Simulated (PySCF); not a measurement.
# TlSF: a change of charge

How does TlSF respond at fixed geometry? The runs cover a change of charge. The species was built from a template and needn't be a known compound.

The runs use PySCF 2.14.0; PBE0, Tl def2-SVP with ECP60, S def2-SVP, F def2-SVP; scalar-relativistic core potentials, no spin–orbit coupling.

1 further run of the same task is left out (for a known fault of the program).

## (1) Starting geometry

3 atoms, charge 0, spin multiplicity 1.

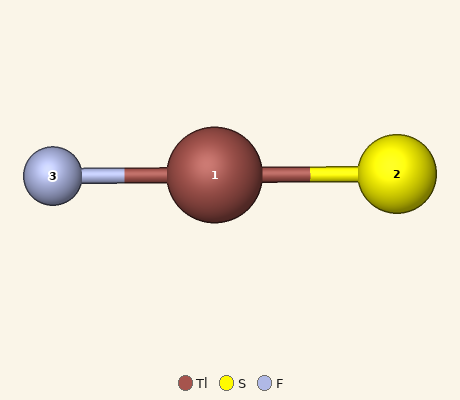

The structure; thallium brown, sulfur yellow, fluorine light blue; atoms are numbered from 1 in the order of the file.

Geometry (Å):

```
Tl   -0.1190    0.0000    0.3844
S     2.1293    0.0000    0.4677
F    -2.1130    0.0000    0.3089
```

Formal oxidation states: Tl +3. An earlier session relaxed this geometry at PBE0, Tl def2-SVP with ECP60, S def2-SVP, F def2-SVP (singlet, point group C∞v).

Its energy there is -670.104380 Eh.

## (2) One electron removed, multiplicity 2

The input, run.py (the lines that set the calculation):

```python
mol = gto.M(atom='''
Tl    -0.11900     0.00000     0.38442
S      2.12929     0.00000     0.46771
F     -2.11297     0.00000     0.30891''',
    basis={'Tl': 'def2-SVP', 'S': 'def2-SVP', 'F': 'def2-SVP'},
    ecp={'Tl': 'def2-SVP'},
    charge=1, spin=1)
mf = dft.UKS(mol, xc='PBE0')
mf.grids.atom_grid = (50, 194)
mf = mf.density_fit()  # fitting sets: Tl def2-universal-JKFIT, S def2-universal-JKFIT, F def2-universal-JKFIT
mf.conv_tol = 1e-08; mf.max_cycle = 55
mf.kernel(dm0)  # dm0: the density of the relaxed state
```

Run with:

```
> OMP_NUM_THREADS=2 python run.py
```

Standard output:

```text
init E= -670.113670918098
cycle= 1 E= -669.702950970659  delta_E= 0.411  |g|= 0.243  |ddm|= 0.677
  HOMO = -0.545100456271  LUMO = -0.531606444781  gap/eV = 0.36719
cycle= 2 E= -669.408307604295  delta_E= 0.295  |g|= 0.777  |ddm|= 1.01
  HOMO = -0.570437525628  LUMO = -0.483006931623  gap/eV = 2.37911
cycle= 3 E= -669.742074996826  delta_E= -0.334  |g|= 0.181  |ddm|= 0.744
  HOMO = -0.533194436267  LUMO = -0.441002290911  gap/eV = 2.50868
cycle= 4 E= -669.755580021236  delta_E= -0.0135  |g|= 0.0426  |ddm|= 0.23
  HOMO = -0.529741118945  LUMO = -0.430236912619  gap/eV = 2.70765
cycle= 5 E= -669.756426598754  delta_E= -0.000847  |g|= 0.0135  |ddm|= 0.0705
  HOMO = -0.528705662896  LUMO = -0.427750400714  gap/eV = 2.74713
cycle= 6 E= -669.756563223272  delta_E= -0.000137  |g|= 0.00296  |ddm|= 0.0281
  HOMO = -0.528380857228  LUMO = -0.427182111596  gap/eV = 2.75376
cycle= 7 E= -669.756575535836  delta_E= -1.23e-05  |g|= 0.00144  |ddm|= 0.0074
  HOMO = -0.52843632817  LUMO = -0.42720207562  gap/eV = 2.75472
cycle= 8 E= -669.756578401613  delta_E= -2.87e-06  |g|= 0.000518  |ddm|= 0.00343
  HOMO = -0.528465203941  LUMO = -0.427222925235  gap/eV = 2.75494
cycle= 9 E= -669.756579408428  delta_E= -1.01e-06  |g|= 0.000346  |ddm|= 0.00301
  HOMO = -0.52842945991  LUMO = -0.427193202941  gap/eV = 2.75478
cycle= 10 E= -669.756579614779  delta_E= -2.06e-07  |g|= 6.11e-05  |ddm|= 0.00138
  HOMO = -0.528424941501  LUMO = -0.427192358226  gap/eV = 2.75468
cycle= 11 E= -669.756579629783  delta_E= -1.5e-08  |g|= 9.75e-06  |ddm|= 0.000476
  HOMO = -0.528426167084  LUMO = -0.427192548638  gap/eV = 2.75471
cycle= 12 E= -669.756579630122  delta_E= -3.39e-10  |g|= 2.07e-06  |ddm|= 7.08e-05
  HOMO = -0.52842552409  LUMO = -0.427191798187  gap/eV = 2.75471
Extra cycle  E= -669.756579630124  delta_E= -2.5e-12  |g|= 2.53e-06  |ddm|= 8e-06
converged SCF energy = -669.756579630124  <S^2> = 0.75487311  2S+1 = 2.0048672
```

Wall time 0.6 s (2 threads of Intel Xeon 6975P-C (Granite Rapids), shared host).

Result: E = -669.756580 Eh (+9.464 eV from the relaxed state), HOMO -14.38 eV, LUMO -11.62 eV (over both spins), ⟨S²⟩ = 0.755, Mulliken charge on Tl1 +1.00 e. 

## (3) One electron added, multiplicity 2

Changes to run.py (the lines that set the calculation) since step 2:

```diff
@@ -6,3 +6,3 @@
     ecp={'Tl': 'def2-SVP'},
-    charge=1, spin=1)
+    charge=-1, spin=1)
 mf = dft.UKS(mol, xc='PBE0')
```

Run with:

```
> OMP_NUM_THREADS=2 python run.py
```

Standard output:

```text
init E= -670.11289700689
  HOMO = -0.120616613171  LUMO = -0.112013568724  gap/eV = 0.23410
cycle= 1 E= -670.117271331985  delta_E= -0.00437  |g|= 0.19  |ddm|= 1.35
  HOMO = 0.0885110577888  LUMO = 0.173980768791  gap/eV = 2.32575
cycle= 2 E= -670.121559811754  delta_E= -0.00429  |g|= 0.203  |ddm|= 0.769
  HOMO = 0.0495407087988  LUMO = 0.138354118576  gap/eV = 2.41674
cycle= 3 E= -670.139552783799  delta_E= -0.018  |g|= 0.0452  |ddm|= 0.278
  HOMO = 0.0445492120697  LUMO = 0.134768777546  gap/eV = 2.45500
cycle= 4 E= -670.140681611044  delta_E= -0.00113  |g|= 0.0154  |ddm|= 0.0928
  HOMO = 0.0424816431586  LUMO = 0.133844661511  gap/eV = 2.48611
cycle= 5 E= -670.140802662102  delta_E= -0.000121  |g|= 0.00967  |ddm|= 0.0312
  HOMO = 0.0423475981259  LUMO = 0.134033569992  gap/eV = 2.49490
cycle= 6 E= -670.140849394355  delta_E= -4.67e-05  |g|= 0.00234  |ddm|= 0.0135
  HOMO = 0.0421282552592  LUMO = 0.13408564238  gap/eV = 2.50229
cycle= 7 E= -670.140853441434  delta_E= -4.05e-06  |g|= 0.000369  |ddm|= 0.0043
  HOMO = 0.0421553330159  LUMO = 0.13416796434  gap/eV = 2.50379
cycle= 8 E= -670.140853576152  delta_E= -1.35e-07  |g|= 0.000116  |ddm|= 0.000808
  HOMO = 0.0421679592262  LUMO = 0.134188910706  gap/eV = 2.50402
cycle= 9 E= -670.140853599753  delta_E= -2.36e-08  |g|= 3.39e-05  |ddm|= 0.000333
  HOMO = 0.0421693875467  LUMO = 0.134191803063  gap/eV = 2.50406
cycle= 10 E= -670.140853604161  delta_E= -4.41e-09  |g|= 1.16e-05  |ddm|= 0.000178
  HOMO = 0.0421679844468  LUMO = 0.134189746264  gap/eV = 2.50404
Extra cycle  E= -670.140853604429  delta_E= -2.68e-10  |g|= 1.39e-05  |ddm|= 5.02e-05
converged SCF energy = -670.140853604429  <S^2> = 0.75408905  2S+1 = 2.0040849
```

Wall time 0.5 s (2 threads of Intel Xeon 6975P-C (Granite Rapids), shared host).

Read off: E = -670.140854 Eh (-0.992 eV from the relaxed state), HOMO 1.15 eV, LUMO 3.65 eV (over both spins), ⟨S²⟩ = 0.754, Mulliken charge on Tl1 +0.03 e. The highest filled level lies above zero; it isn't the detachment energy.

## (4) Results

| state | energy from the relaxed state (eV) | ⟨S²⟩ | time |
| --- | --- | --- | --- |
| charge 0, singlet, vacuum (relaxed) | 0 | 0.00 |  |
| charge -1, doublet, vacuum | -0.99 | 0.75 | 0.5 s |
| charge +1, doublet, vacuum | 9.46 | 0.75 | 0.6 s |

An electron taken off or put on is at rest in vacuum. 

Removing an electron vertically costs 9.46 eV (doublet), against −HOMO = 7.27 eV. Adding an electron vertically releases 0.99 eV (doublet). The bases are small and lack diffuse functions. Spin–orbit coupling is left out.
